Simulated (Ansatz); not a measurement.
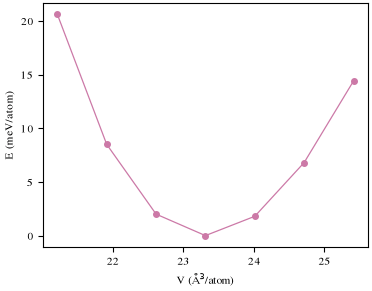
NaSe in space group P6_3/mmc (No. 194; Na on 2a, Na on 2c, Se on 4f) under volume change, DFT-LDA in the program Ansatz with PAW potentials, shape and atoms relaxed at each volume.

**Question.** What does a third-order Birch–Murnaghan fit give for V₀, B₀ and B′?

**Answer.** V₀ = 23.31 Å³/atom, B₀ = 29.1 GPa, B′ = 4.9.

The workflow started from a Materials Project entry (that database holds measured and hypothetical structures alike); the Crystallography Open Database copy checked does not list it. Its standing as an ambient phase is unchecked. The cell was relaxed with LDA under the symmetry of its start; phonons on a q-mesh show no instability.

Potentials: the later of the program's two PAW sets.
